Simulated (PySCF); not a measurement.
Consider C$_{2}$H$_{8}$O$_{3}$Si$_{2}$.

Input file:

```
{"job": {"kind": "nmr", "xc": "PBE0", "basis": "pcSseg-1"}, "charge": 0, "multiplicity": 1}
O      0.892575     2.443298     0.794092
Si     0.045053     1.104508     1.137992
C      0.974486    -0.554384     0.973587
C      0.573266    -1.208144    -0.360850
Si    -1.147919    -0.549012    -0.810389
O     -1.213971    -0.265125    -2.405881
O     -1.129791     0.862237     0.019580
H      1.136745     2.647016    -0.106016
H     -0.592260     1.383485     2.408800
H      2.058280    -0.458183     1.048371
H      0.671806    -1.209991     1.791458
H      0.625453    -2.293092    -0.290202
H      1.279342    -0.915221    -1.140328
H     -2.298232    -1.302388    -0.328776
H     -1.879247     0.322985    -2.753351
```

Command:

```sh
OMP_NUM_THREADS=1 python probes_run.py task.json out
```

Geometry: GFN2-xTB.

The calculation used PBE0/pcSseg-1, SCF density, gas phase, non-relativistic in PySCF 2.14.0.

**What will maps of the electron density and electron localisation function show?**

Si–O (1.64 Å): the density is about 1.1 e/Å³ at the midpoint; the ELF peaks at about 0.85 between the atoms; a polar covalent bond.
C–Si (1.91 Å): ρ at the midpoint is about 0.94 e/Å³; the ELF peaks at about 0.95 between the atoms, as expected for localised, covalent bonding.

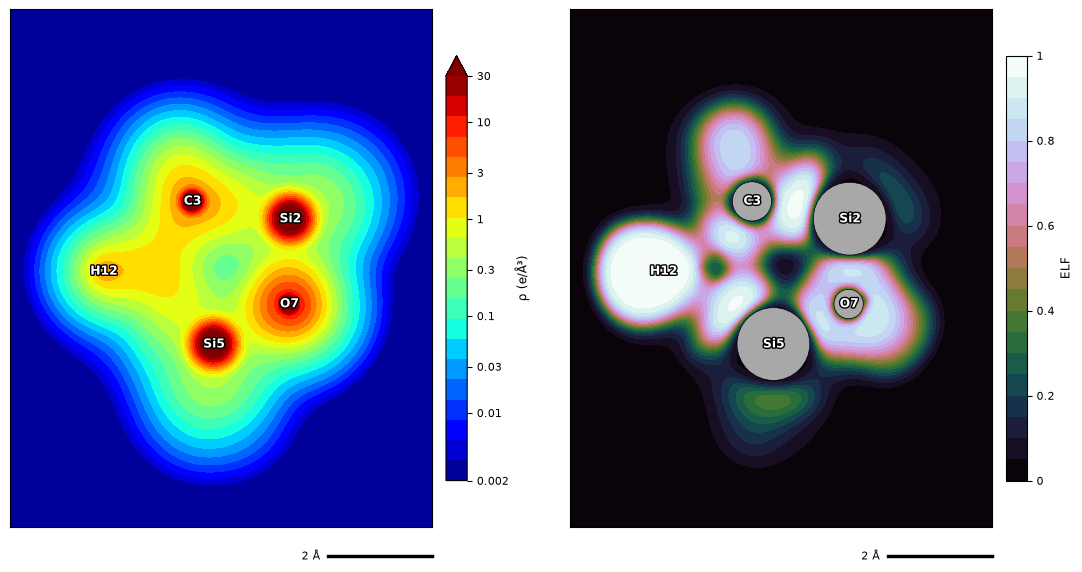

Computed electron density and electron localisation function on the plane of atoms C3, Si2 and O7, in this order. Grey discs cover the atomic cores in the ELF map. 
